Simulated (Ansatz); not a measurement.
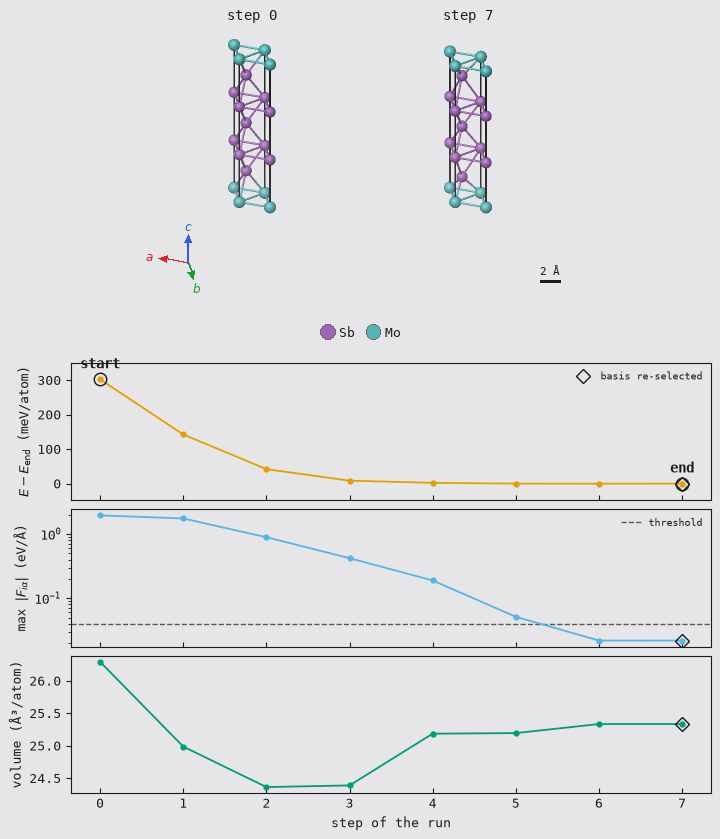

First and last geometry of a relaxation of solid Sb5Mo (a generated structure, set up in P-6m2) (coarse preliminary run), with the history of the run. Style: ball-and-stick. Shown: the cell of the calculation, from a free direction.

Method: DFT PBE, scalar-relativistic, plane waves, PAW (Ansatz). Set-up: plane-wave cutoff 420 eV; k-point mesh 6 × 6 × 1; occupations gaussian; smearing width 0.1 eV; no spin polarisation; cell and atoms relaxed; force threshold 0.04 eV/Å; at most 70 steps.

**What do the curves and the structures tell?**

It converged. The largest moves relative to the cell, 0.56 Å, are those of Sb atoms. Mo stays in place. Cell: a = b 3.346 → 3.365 Å (+0.6 %), c 16.266 → 15.501 Å (−4.7 %). Volume −3.6 %. Among the contacts that change: Mo–Sb 3.303 → 2.786 Å, Sb–Sb 3.343 → 3.665 Å, Sb–Sb 3.342 → 3.283 Å, Sb–Sb 3.346 → 3.365 Å. The space group stays P-6m2 (No. 187). After 6 accepted moves (7 points after the start) the energy has fallen by 302 meV per atom. Largest force component: 1.9 eV/Å at the start, 0.022 eV/Å at the end. The pressure goes from −5.43 to −0.03 GPa. The SCF was repeated once at an unchanged geometry on a basis and grid sized afresh for the cell, which shifted the energy by 0.2 meV per atom at most. Cost: 28 s on 1 thread of Intel(R) Xeon(R) Platinum 8488C (Sapphire Rapids) (shared host), peak memory 0.48 GiB.
